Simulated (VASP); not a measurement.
# PbO (Litharge): structure and properties in VASP, part 3 of 5

Aim: relax PbO (Litharge), then compute properties on the relaxed cell. The start is a cell from a database of measured crystal structures.

VASP 6.6.1, plane waves and PAW; the level of theory is named at each step.

So far, gap on the k-mesh (eV): step 2 (full relaxation (PBEsol)) 1.22. The relaxed cell has a = 3.990, c = 5.046 Å (conventional setting).

The database entry behind the starting cell differs from later determinations by our own check (an axis about 0.4 % long against later determinations), so it need not match the best structure at ambient conditions.

### 5. Density of states (PBEsol)

Level of this step: PBEsol; plane waves and PAW (Pb_d, O) (VASP).

Here the states are counted by energy and projected on the atoms. The mesh is finer than in the run before.

Contents of INCAR:

```
SYSTEM = PbO
PREC = Accurate
ENCUT = 520
EDIFF = 1E-06
NELM = 100
ISMEAR = -5
SIGMA = 0.05
LREAL = .FALSE.
ALGO = Normal
GGA = PS
NBANDS = 34
LORBIT = 11
LWAVE = .FALSE.
LCHARG = .FALSE.
KPAR = 4
NEDOS = 2001
```

Contents of POSCAR:

```
PbO
1.0
    3.9903219130      0.0000000000      0.0000000000
    0.0000000000      3.9903219130      0.0000000000
    0.0000000000      0.0000000000      5.0461551002
Pb O
2 2
Direct
    0.0000000000      0.5000000000      0.2347986345
    0.5000000000      0.0000000000      0.7652013655
    0.0000000000      0.0000000000      0.0000000000
    0.5000000000      0.5000000000      0.0000000000
```

Contents of KPOINTS:

```
Automatic mesh
0
Gamma
8 8 7
0 0 0
```

The projector-augmented-wave data sets are Pb_d and O (PBE family, release 64).

Launch:

```sh
$ mpirun -np 4 vasp_std
```

What it wrote:

```text
[... set-up lines as in an earlier step ...]
 entering main loop
       N       E                     dE             d eps       ncg     rms          rms(c)
DAV:   1     0.463192854651E+03    0.46319E+03   -0.18720E+04  4088   0.139E+03
DAV:   2     0.314606750238E+02   -0.43173E+03   -0.40369E+03  4152   0.393E+02
DAV:   3    -0.244119512336E+02   -0.55873E+02   -0.54174E+02  4902   0.154E+02
DAV:   4    -0.269011580887E+02   -0.24892E+01   -0.24801E+01  4918   0.338E+01
DAV:   5    -0.269866097258E+02   -0.85452E-01   -0.85434E-01  5584   0.660E+00    0.114E+01
DAV:   6    -0.231098927443E+02    0.38767E+01   -0.18393E+01  6248   0.311E+01    0.528E+00
DAV:   7    -0.229228420552E+02    0.18705E+00   -0.24106E+00  5038   0.946E+00    0.241E+00
DAV:   8    -0.228810725146E+02    0.41770E-01   -0.47627E-01  4680   0.376E+00    0.793E-01
DAV:   9    -0.228724751832E+02    0.85973E-02   -0.38937E-02  6450   0.134E+00    0.266E-01
DAV:  10    -0.228732630078E+02   -0.78782E-03   -0.93121E-03  5192   0.621E-01    0.750E-02
DAV:  11    -0.228730936055E+02    0.16940E-03   -0.11158E-03  6722   0.256E-01    0.490E-02
DAV:  12    -0.228730708387E+02    0.22767E-04   -0.15156E-04  6110   0.958E-02    0.131E-02
DAV:  13    -0.228730688125E+02    0.20262E-05   -0.29502E-05  5328   0.335E-02    0.648E-03
DAV:  14    -0.228730683985E+02    0.41395E-06   -0.27681E-06  4688   0.999E-03
   1 F= -.22873068E+02 E0= -.22873068E+02  d E =0.000000E+00
```

Elapsed: 34 s, on 4 MPI ranks of Intel Xeon 6975P-C (Granite Rapids), shared host; peak memory 1 GiB.

Parts of OUTCAR (step 5):

```text
   k-points           NKPTS =     60   k-points in BZ     NKDIM =     60   number of bands    NBANDS=     34

   NELECT =      40.0000    total number of electrons

 E-fermi :   4.8644

 k-point     1 :       0.0000    0.0000    0.0000
  band No.  band energies     occupation
    ...
     16       0.5710      2.00000
     17       3.1680      2.00000
     18       3.1934      2.00000
     19       3.1934      2.00000
     20       4.8344      2.00000
     21       7.1148      0.00000
     22      10.1726      0.00000
     23      10.4947      0.00000
     24      10.4947      0.00000
     25      11.3689      0.00000
    ...

  Total        0.0013486      0.0013486      0.0256758      0.0000000      0.0000000      0.0000000
  in kB        0.0268907      0.0268907      0.5119860      0.0000000      0.0000000      0.0000000
  external PRESSURE =       0.1885891 kB  Pullay stress =       0.0000000 kB

 POSITION                                       TOTAL-FORCE (eV/Angst)
 -----------------------------------------------------------------------------------
      0.00000      1.99516      1.18483         0.000000      0.000000      0.009690
      1.99516      0.00000      3.86132        -0.000000     -0.000000     -0.009690
      0.00000      0.00000      0.00000         0.000000      0.000000      0.000000
      1.99516      1.99516      0.00000        -0.000000     -0.000000      0.000000
 -----------------------------------------------------------------------------------
    total drift:                                0.000000      0.000000      0.000000

  FREE ENERGIE OF THE ION-ELECTRON SYSTEM (eV)
  ---------------------------------------------------
  free  energy   TOTEN  =       -22.8730683985 eV

  energy  without entropy=      -22.8730683985  energy(sigma->0) =      -22.87306840

[... 8 parts as in an earlier step ...]

[... 8 further parts left out ...]
```

This step gave:

| Quantity | Value |
| --- | --- |
| irreducible k-points | 60 |
| Fermi energy | 4.864 eV |
| pressure | 0.01886 GPa |
| valence top at k | 0.125, 0, 0 |
| least direct gap at k | 0, 0, 0.1429 |
| gap on the k-mesh | 1.209 eV |
| least direct gap on the k-mesh | 2.217 eV |

The density of states has structure finer than the step of the table below, so its rows give means over 2 eV, whole bins alone (the curve runs from -12.0 to 7.95 eV). Peaks (eV: height): total -4.3: 3.88, -1.7: 4.11, -1.3: 6.54, 3.2: 3.72; O p -4.3: 1.71, -3.5: 1.65, -1.7: 2.16, -1.3: 3.76; Pb p -4.3: 0.503, 3.2: 0.693, 7.1: 1.50, 7.5: 1.39; Pb s -8.1: 1.93, -1.9: 0.305, -1.3: 0.411, 3.5: 0.398; O s -6.6: 0.085, 2.8: 0.103, 5.5: 0.0471, 6.8: 0.0492.

States under -12.0 eV and over 7.9 eV are left out. Table of density of states by energy, zero at the valence-band top; means over each step; values in states/eV/cell:

```tsv
energy (eV)	total	O p	Pb p	Pb s	O s
-10	0	0	0	0	0
-8	1.48	0.216	0.00898	0.779	0.0336
-6	0.508	0.0533	0.00729	0.268	0.0436
-4	2.01	0.931	0.248	0.0235	0.0103
-2	3.42	1.87	0.282	0.160	0.0112
0	0.574	0.269	0.0455	0.0872	7.1e-4
2	0.941	0.123	0.209	0.0635	0.0331
4	1.71	0.291	0.377	0.121	0.0294
6	2.10	0.272	0.756	0.0401	0.0327
```

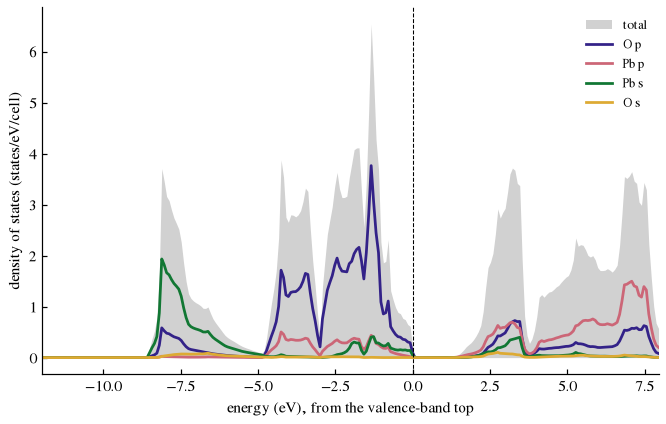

Density of states against energy.

The gap on this mesh is 1.21 eV. In the top eV of the valence band the largest shares in the PAW spheres are O p 47 %, Pb s 15 % and Pb p 8 %; in the lowest eV of the conduction band, Pb p 24 %, O p 8 % and Pb s 6 %. The rest lies in smaller channels or between the spheres.

### 6. Optical spectrum (PBEsol)

LOPTICS sums transitions from filled to empty bands. NBANDS is raised for it.

Contents of INCAR:

```
SYSTEM = PbO
PREC = Accurate
ENCUT = 520
EDIFF = 1E-06
NELM = 100
ISMEAR = 0
SIGMA = 0.05
LREAL = .FALSE.
ALGO = Normal
GGA = PS
NBANDS = 52
LORBIT = 11
LWAVE = .FALSE.
LCHARG = .FALSE.
KPAR = 4
LOPTICS = .TRUE.
NEDOS = 1500
CSHIFT = 0.1
```

POSCAR is that of step 5.

KPOINTS is that of step 5.

Launch:

```sh
$ mpirun -np 4 vasp_std
```

What it wrote:

```text
[... set-up lines as in an earlier step ...]
 entering main loop
       N       E                     dE             d eps       ncg     rms          rms(c)
DAV:   1     0.484092388707E+03    0.48409E+03   -0.16216E+04  6600   0.911E+02
DAV:   2     0.460035425779E+02   -0.43809E+03   -0.38819E+03  6312   0.294E+02
DAV:   3    -0.239735437433E+02   -0.69977E+02   -0.67669E+02  6960   0.113E+02
DAV:   4    -0.269054624716E+02   -0.29319E+01   -0.29240E+01  7688   0.247E+01
DAV:   5    -0.269869198073E+02   -0.81457E-01   -0.81438E-01  8312   0.440E+00    0.114E+01
DAV:   6    -0.231668128282E+02    0.38201E+01   -0.13736E+01  9564   0.203E+01    0.540E+00
DAV:   7    -0.229277926029E+02    0.23902E+00   -0.19414E+00  7828   0.630E+00    0.231E+00
DAV:   8    -0.228771153439E+02    0.50677E-01   -0.38331E-01  7536   0.256E+00    0.687E-01
DAV:   9    -0.228731651155E+02    0.39502E-02   -0.14704E-02  8416   0.490E-01    0.256E-01
DAV:  10    -0.228732599666E+02   -0.94851E-04   -0.35419E-03  8504   0.376E-01    0.859E-02
DAV:  11    -0.228730606245E+02    0.19934E-03   -0.48732E-04  9236   0.167E-01    0.154E-02
DAV:  12    -0.228730737815E+02   -0.13157E-04   -0.46262E-05  8184   0.297E-02    0.136E-02
DAV:  13    -0.228730691835E+02    0.45979E-05   -0.18570E-05  8392   0.234E-02    0.736E-03
DAV:  14    -0.228730683504E+02    0.83311E-06   -0.18606E-06  7188   0.634E-03
   1 F= -.22873068E+02 E0= -.22873068E+02  d E =-.453090E-11
 optical routines
 imaginary and real dielectric function
 recalculating local potential from charge density
 direction            1
 direction            2
 direction            3
```

Wall time 42 s (4 MPI ranks); peak memory 2 GiB; 2.4 min of CPU time.

Parts of OUTCAR (step 6):

```text
   k-points           NKPTS =     60   k-points in BZ     NKDIM =     60   number of bands    NBANDS=     52

   NELECT =      40.0000    total number of electrons

 E-fermi :   5.0605

 k-point     1 :       0.0000    0.0000    0.0000
  band No.  band energies     occupation
    ...
     16       0.5712      2.00000
     17       3.1682      2.00000
     18       3.1936      2.00000
     19       3.1936      2.00000
     20       4.8345      2.00000
     21       7.1148      0.00000
     22      10.1726      0.00000
     23      10.4947      0.00000
     24      10.4947      0.00000
     25      11.3690      0.00000
    ...

  Total       -0.0019168     -0.0019168      0.0210642      0.0000000      0.0000000      0.0000000
  in kB       -0.0382223     -0.0382223      0.4200291      0.0000000      0.0000000      0.0000000
  external PRESSURE =       0.1145281 kB  Pullay stress =       0.0000000 kB

 POSITION                                       TOTAL-FORCE (eV/Angst)
 -----------------------------------------------------------------------------------
      0.00000      1.99516      1.18483         0.000000     -0.000000      0.009617
      1.99516      0.00000      3.86132         0.000000      0.000000     -0.009617
      0.00000      0.00000      0.00000         0.000000      0.000000      0.000000
      1.99516      1.99516      0.00000        -0.000000     -0.000000      0.000000
 -----------------------------------------------------------------------------------
    total drift:                                0.000000      0.000000      0.000000

  FREE ENERGIE OF THE ION-ELECTRON SYSTEM (eV)
  ---------------------------------------------------
  free  energy   TOTEN  =       -22.8730683504 eV

  energy  without entropy=      -22.8730683504  energy(sigma->0) =      -22.87306835

 plasma frequency squared (from intraband transitions) (eV^2)
  --------------------------------------------------------------------------------------
       0.000       0.000       0.000
       0.000       0.000       0.000
      -0.000       0.000       0.000

[... 9 parts as in an earlier step ...]

[... 7 further parts left out ...]
```

These are independent-particle spectra without excitons or local fields, and fine structure depends on the mesh and on CSHIFT.

Numbers from this step:

```
bands        : 52
Fermi energy : 5.061 eV
pressure     : 0.01145 GPa
```

The imaginary dielectric function has structure finer than the step of the table below, so its rows give means over 1 eV, whole bins alone (the curve runs from 0 to 25.0 eV). Peaks (eV: height): xx 3.7: 13.8, 4.2: 14.5; zz 4.3: 14.5, 7.0: 6.41.

Table of imaginary dielectric function by photon energy; means over each step:

```tsv
photon energy (eV)	xx	zz
1	0.0740	0.0687
2	0.438	0.542
3	4.17	3.66
4	12.4	9.67
5	6.99	7.00
6	5.99	4.92
7	4.80	5.05
8	2.72	2.76
9	2.56	1.86
10	2.73	2.18
11	1.64	2.33
12	0.922	1.15
13	0.984	0.965
14	1.16	0.800
15	1.46	1.29
16	1.04	0.734
17	0.798	0.602
18	0.906	0.843
19	0.838	1.07
20	0.585	0.709
21	0.524	0.855
22	0.538	0.724
23	0.639	0.690
24	0.326	0.475
```

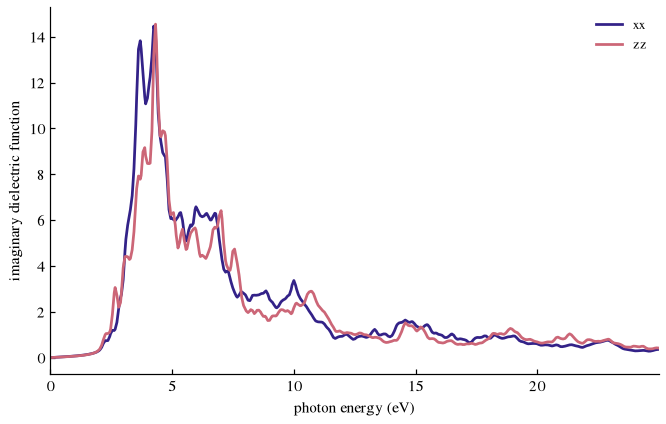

Imaginary dielectric function against photon energy.

Table of real dielectric function by photon energy:

```tsv
photon energy (eV)	xx	zz
0	7.20	6.58
1	7.53	6.87
2	8.98	8.30
3	13.3	10.4
4	6.67	7.39
5	0.501	0.188
6	1.14	0.439
7	-2.03	-0.483
8	-0.459	-1.25
9	-0.348	0.280
10	-0.195	0.814
11	-0.632	-0.518
12	0.0222	-0.174
13	0.488	0.152
14	0.812	0.653
15	0.206	0.326
16	0.129	0.347
17	0.280	0.653
18	0.395	1.03
19	0.304	0.494
20	0.304	0.488
21	0.451	0.628
22	0.613	0.596
23	0.336	0.345
24	0.428	0.471
```

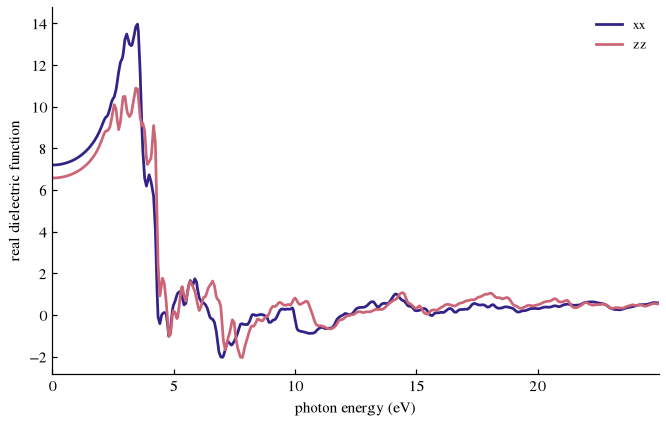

Real dielectric function against photon energy.

The mean of ε2 over directions passes 5 % of its top at 2.25 eV, against a least direct gap of 2.22 eV on this mesh, so absorption sets in close to the direct gap. The indirect gap (1.21 eV in the band run) doesn't show, since phonons are left out.

(Part 3 of 5 ends here.)

[Lines on the potential files, build, host, timing and source positions are cut from VASP's logs without a mark.]

[Logs are printed without paths, hosts, clocks, repeated set-up lines and the standing remarks that a program may print on its own settings, such as how far it seeks lower states.]

[Hosts, paths, dates, database ids (printed as entryN), source tags and the programs' standing remarks are cut or masked in the printed files.]

[A measured line is paired with the nearest computed mode of its activity, which favours agreement.]
